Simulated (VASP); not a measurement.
Band structure of ZrS2 (1T layered). Calculation: PBE GGA, VASP's PBE PAW potentials (set 64) (plane waves; VASP).

Without a dispersion term in the relaxation, distances and binding between the weakly bound layers, chains or molecules are unreliable, and so is what depends on them.

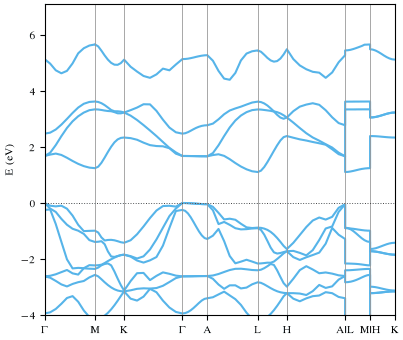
Bands along high-symmetry lines, zero at the valence-band maximum or, without a gap, the Fermi level

Problem. Read the plot: is there a gap, and where are the band edges?

Solution. The gap is indirect, 1.11 eV, from the valence maximum at Γ to the conduction minimum at L. (Edges off the drawn lines would not show.)

Measured: gap 1.70 eV (computed value off by -0.59 eV), as given by Miłosz Rybak et al., Nanomaterials (2022), arXiv:2210.12074.

The compound is ZrS2 in the 1T layered structure. It was relaxed first, which changed the volume by +12 %.
